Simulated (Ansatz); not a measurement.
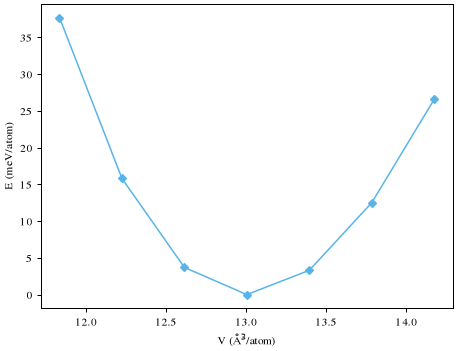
Figure: MnF$_{2}$ (rutile, space group No. 136) under volume change, the program Ansatz at the r²SCAN level (PAW), shape and atoms relaxed at each volume.

**Question.** What does a third-order Birch–Murnaghan fit give for V₀, B₀ and B′?

**Answer.** V₀ = 13.01 Å³/atom, B₀ = 95.2 GPa, B′ = 4.8.

Space group P4_2/mnm (rutile). The cell was relaxed with r²SCAN under the symmetry of its start, as lowered by the spin order. Magnetic state: antiferromagnetic, chosen from 5 collinear starts compared on coarse meshes (ties went to the first, and starts can fall back to one state), not a proven ground state. Other orbital occupations within this spin state were not tried. No Hubbard U is applied.

Potentials: the later of the program's two PAW sets.
